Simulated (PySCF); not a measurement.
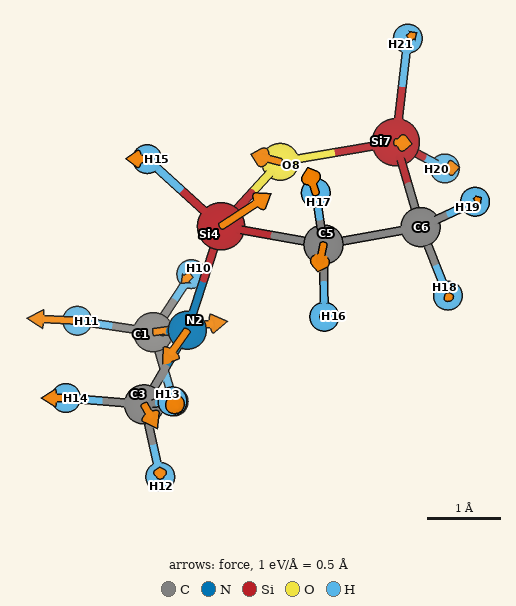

Starting geometry of C4H13NOSi2 with the computed forces as orange arrows. The picture is a ball-and-stick view, seen from a free direction.

The start comes from GFN2-xTB. Its atoms were then displaced at random by about 0.01 Å.

Computed with PySCF, PBE0-D3(BJ)/def2-SVP geometry optimisation, gas phase. 

Is this structure relaxed? If not, where do the atoms go?

It isn't relaxed: the largest force vector, on a C atom, is 2.21 eV/Å. The final displacements have little in common with the starting forces (cosine between the two patterns 0.08). An H atom moves most after the best rigid fit: 0.46 Å. By element the largest moves are H 0.46 Å, C 0.22 Å, O 0.21 Å, Si 0.16 Å, N 0.10 Å. Among the contacts that change: N–Si 1.682 → 1.733 Å, C–H 1.068 → 1.109 Å, O–Si 1.641 → 1.682 Å, C–Si 1.924 → 1.889 Å. Bond angles that change, for instance: N–Si–H 119.7° → 114.3°, Si–O–Si 118.9° → 114.1°, O–Si–H 103.5° → 107.9°. The energy falls by 7.04 kcal/mol in 8 geometry steps. Cost: 4.8 min on 1 thread of Arm Neoverse N1 (shared host).
